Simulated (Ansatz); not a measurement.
Partial pair distribution functions of a relaxed model of amorphous In$_{24}$O$_{35}$F$_{2}$, broadened by 0.06 Å; density 6.44 g/cm³. Level of theory: PBE, scalar-relativistic without spin-orbit coupling (plane waves to 420 eV, PAW; Ansatz, a first-principles code).

The cell was made by melting and quenching with the CHGNet potential and then relaxed with DFT. O and F atoms were pushed apart under 1.9 Å during the dynamics, to hinder bonds among them. The hot cell started wider than the set density and was brought back towards it in steps. It is the lowest in DFT energy of 2 quenches. It is a model cell: composition and starting density were chosen by hand, and all elements were melted together. No dispersion term was used. Its density started from a set value of 6.44 and ended at 6.44 g/cm³. The simulated quench (nominally 330 K/ps over its main leg) is rapid and tends to freeze in more defects than a deposited or slowly cooled glass has. Values belong to this one cell and scatter from quench to quench. The volume was held where the preparation left it, at a PBE pressure of -1.0 GPa (tension). Stress components on the final sampling reach 2.4 GPa.

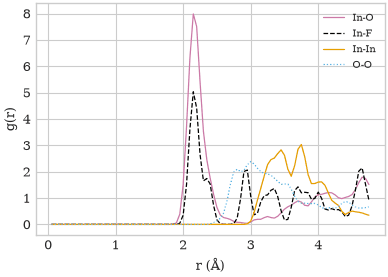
Figure: Partial pair distribution functions

Highest peaks under 4.5 Å: In-O near 2.15 Å, In-F near 2.15 Å, In-In near 3.75 Å, O-O near 3.00 Å; pairs of few atoms are noisy.

Within 2.82 Å each In has 5.42 O neighbours on average.
